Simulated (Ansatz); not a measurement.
C2H2F4 (SMILES FC(F)C(F)F)

Input

```
crystal:
  periodic: [false, false, false]
  atoms:
    - {symbol: C, position_ang: [0.837933, 2.214585, -3.190702]}
    - {symbol: C, position_ang: [0.994177, 0.940392, -2.376573]}
    - {symbol: F, position_ang: [-0.469147, 2.558597, -3.203175]}
    - {symbol: F, position_ang: [1.234421, 1.965529, -4.458636]}
    - {symbol: F, position_ang: [0.598924, 1.189992, -1.108331]}
    - {symbol: F, position_ang: [2.301000, 0.595483, -2.365131]}
    - {symbol: H, position_ang: [1.437741, 3.041295, -2.767299]}
    - {symbol: H, position_ang: [0.393391, 0.114026, -2.799263]}
basis:
  gaussian:
    orbitals: def2-TZVPD
hamiltonian:
  xc: pbe0
output: {forces: true, orbitals: {seedname: orbitals}}
```

Command:

```sh
ansatz run input.yaml --threads 1 --pin off --max-ram 2610MiB --events-out events.jsonl --progress --plain --runs-dir runs
```

Geometry: r2SCAN-D4/def2-SVP.

All numbers below come from Ansatz 0.2.0, isolated molecule in a Gaussian basis; Kohn-Sham density functional theory, functional PBE0.

Question: What will maps of the electron density and electron localisation function show?

Answer: C–F (1.35 Å): ρ is about 2.3 e/Å³ halfway, with its minimum of 1.8 e/Å³ about 0.5 Å from C; the ELF peaks at about 0.85 between the atoms: a shared but strongly polarised pair.
C–C (1.52 Å): ρ at the midpoint is about 1.9 e/Å³; the ELF peaks at about 1 between the atoms (localised, covalent bonding).

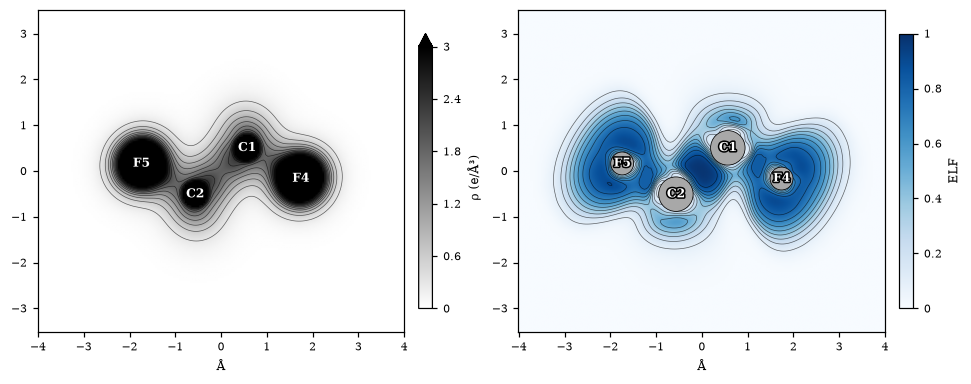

Computed electron density and electron localisation function on the plane of atoms C2, C1 and F4, in this order. Grey discs cover the atomic cores in the ELF map. 
